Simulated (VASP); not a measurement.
Band structure of RhB (relaxed from the zinc blende structure, space group F-43m). Calculation: PBEsol GGA, VASP's PBE PAW potentials (set 64) (plane waves; VASP).

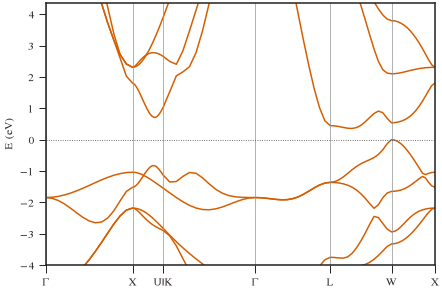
Figure. Bands along high-symmetry lines, zero at the valence-band maximum or, without a gap, the Fermi level

Question: Read the plot: is there a gap, and where are the band edges?

Answer: The gap is indirect, 0.36 eV, from the valence maximum at W to the conduction minimum at L-W at 0.36. (Edges off the drawn lines would not show.)

The structure was generated: RhB was put into the zinc blende type (F-43m), which need not be its known phase. It was relaxed first, which changed the volume by -31 %.
